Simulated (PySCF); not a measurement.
```xyz
14

C     2.6431   -0.4013    0.4913
N     1.4277    0.1544   -0.0408
Si   -0.1171   -0.4000    0.4732
N    -1.2263    0.5692   -0.4300
C    -2.6458    0.4292   -0.2696
H     2.9165   -1.3572    0.0262
H     2.5076   -0.5747    1.5568
H     3.4722    0.2962    0.3522
H     1.5303    0.4088   -1.0160
H    -0.4670   -1.7921    0.1490
H    -0.9633    1.5252   -0.6178
H    -2.8776   -0.6228   -0.1192
H    -3.0366    0.9892    0.5892
H    -3.1644    0.7753   -1.1667
```

Geometry: GFN2-xTB.

Theory: UKS B3LYP, pcH-1 on C H N Si, non-relativistic, mean-field spin-orbit, GIAO (PySCF 2.14.0, density-fitted response routines).

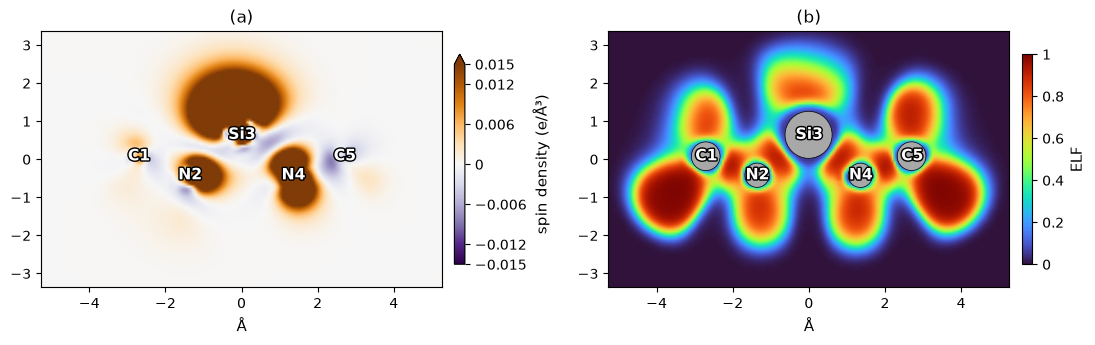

C2H9N2Si (SMILES CN[SiH]NC) (doublet). (a) spin density (α minus β); (b) electron localisation function on the plane of atoms N2, Si3 and N4. Grey discs cover the atomic cores in the ELF map.

Question: What do the fields say about this system?

Answer:
- The plane passes through C, N and Si nuclei.
- C–N (1.44 Å): the ELF peaks at about 0.95 between the atoms: localised, covalent bonding.
- Si–N (1.72 Å): the ELF peaks at about 0.90 between the atoms, as expected for a polar covalent bond.
- The unpaired spin (1 electron) lies mostly on Si3 (about 0.7), N4 (about 0.1) and H10 (about 0.1), in electrons by Hirshfeld's partition.
